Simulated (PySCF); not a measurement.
C$_{6}$H$_{11}$NO: excited-state calculation

C$_{6}$H$_{11}$NO, computed with TDDFT PBE0/def2-SVPD, vertical, gas phase, core orbitals frozen in the response (PySCF 2.14.0).

The geometry comes from this level: GFN2-xTB.

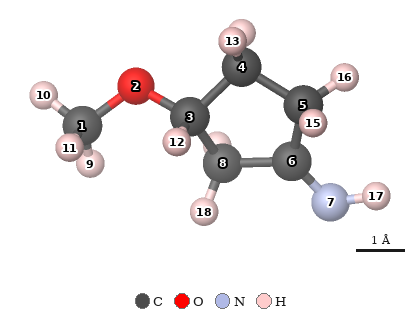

**Figure 1.** The structure as given in the input (ball-and-stick view, seen at a tilt; atoms are numbered from 1 in the order of the input).

## Results in brief

- outcome: converged
- total energy: −364.543724 hartree
- HOMO: −7.13 eV
- LUMO: −0.16 eV
- dipole moment: 1.74 D
- mean polarisability: 81.41 a.u.
- lowest singlet excitation: 5.10 eV
- hardware: 1 CPU thread, shared host
- wall time: 32 s
- peak memory: 0.97 GiB

## The input
```
{"job": {"kind": "uv", "xc": "PBE0", "basis": "def2-SVPD", "nstates": 6, "ntriplets": 2}, "charge": 0, "multiplicity": 1}
C      2.664023    -0.707061    -0.654469
O      1.669842    -0.845865     0.328408
C      0.621927     0.089197     0.226038
C     -0.283793    -0.031872     1.457613
C     -1.611525     0.575199     1.015645
C     -1.669852     0.348921    -0.479849
N     -2.624498     0.540787    -1.271028
C     -0.337276    -0.154266    -0.951618
H      2.277506    -0.918508    -1.657623
H      3.440961    -1.428624    -0.409006
H      3.090375     0.303960    -0.647218
H      1.041233     1.107635     0.156256
H      0.144108     0.460174     2.328883
H     -0.395979    -1.092763     1.683296
H     -1.628276     1.653312     1.199204
H     -2.472740     0.138099     1.522413
H     -3.484927     0.873440    -0.840082
H     -0.038975     0.327010    -1.881089
H     -0.411939    -1.229525    -1.133235
```

The first line tells a small driver script what to run in PySCF; the rest is the geometry in Å.

Run as:
```bash
OMP_NUM_THREADS=1 python <driver script> task.json out
```

## What the program printed
```
coarse grid: 15488 points
cycle   1  E = -364.4002495286  dE =  1.037e+00  |g| = 6.272e-01  |ddm| = 7.190e+00
cycle   2  E = -364.3011337715  dE =  9.912e-02  |g| = 9.550e-01  |ddm| = 4.458e+00
cycle   3  E = -364.4842142709  dE = -1.831e-01  |g| = 1.284e-01  |ddm| = 3.360e+00
cycle   4  E = -364.4875550091  dE = -3.341e-03  |g| = 5.077e-02  |ddm| = 3.498e-01
cycle   5  E = -364.4881110059  dE = -5.560e-04  |g| = 1.726e-02  |ddm| = 1.734e-01
cycle   6  E = -364.4881678419  dE = -5.684e-05  |g| = 4.713e-03  |ddm| = 5.387e-02
cycle   7  E = -364.4881723622  dE = -4.520e-06  |g| = 5.367e-04  |ddm| = 1.748e-02
final grid: 148544 points
cycle   8  E = -364.5436963800  dE = -4.919e-05  |g| = 1.109e-02  |ddm| = 2.127e-01
cycle   9  E = -364.5436745533  dE =  2.183e-05  |g| = 1.545e-02  |ddm| = 5.525e-02
cycle  10  E = -364.5437230251  dE = -4.847e-05  |g| = 1.623e-03  |ddm| = 2.785e-02
cycle  11  E = -364.5437235940  dE = -5.688e-07  |g| = 2.311e-04  |ddm| = 4.310e-03
cycle  12  E = -364.5437235997  dE = -5.747e-09  |g| = 1.686e-04  |ddm| = 1.207e-03
cycle  13  E = -364.5437236057  dE = -5.968e-09  |g| = 4.022e-05  |ddm| = 6.144e-04
cycle  14  E = -364.5437236060  dE = -3.588e-10  |g| = 1.033e-05  |ddm| = 1.470e-04
```

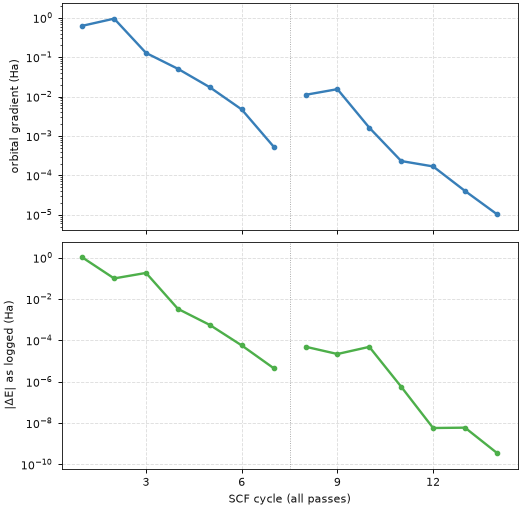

**Figure 2.** Convergence of the self-consistent field: orbital gradient and size of the energy change against the SCF cycle. The dotted line marks the change from a coarse to the final integration grid. The first 7 cycles use a coarse grid, the final grid takes over at cycle 8, and the field converges after 14 cycles in all.

```
converged SCF energy = -364.5437236060

Static polarisability (au): isotropic 81.412, principal 64.895 80.410 98.930

Singlet excitations
state   eV       nm        f      main configurations
  1   5.0983    243.2   0.00206   H->L 0.92
  2   6.3515    195.2   0.00307   H-1->L 0.92
  3   6.7468    183.8   0.03095   H->L+1 0.88
  4   7.0718    175.3   0.01180   H-1->L+1 0.41, H->L+2 0.41
  5   7.3595    168.5   0.00603   H-1->L+1 0.44, H->L+2 0.30, H->L+3 0.08
  6   7.5028    165.3   0.03395   H->L+3 0.51, H-1->L+2 0.16, H->L+2 0.10

Triplet excitations (Tamm-Dancoff, eV): 4.3716 4.9979
```

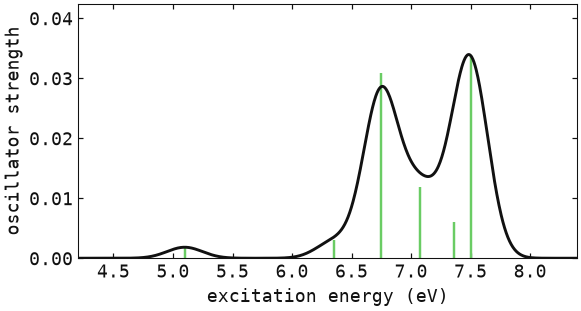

**Figure 3.** Computed excitations as sticks (degenerate states added up, dark ones marked on the axis), with a Gaussian envelope of 0.35 eV full width at half maximum, scaled to the tallest. Of the 6 states the lowest lies at 5.10 eV (f = 0.002); the strongest line is at 7.50 eV, or 165 nm (f = 0.034).

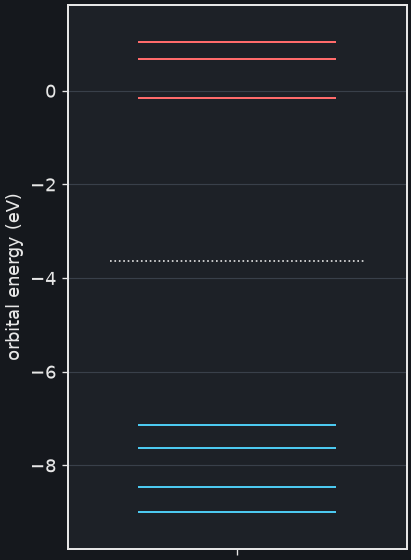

**Figure 4.** Orbital energies near the frontier; the dotted line parts filled from empty levels, and levels within 0.02 eV of each other stand side by side. Highest filled −7.13 eV, lowest empty −0.16 eV, 6.97 eV apart.
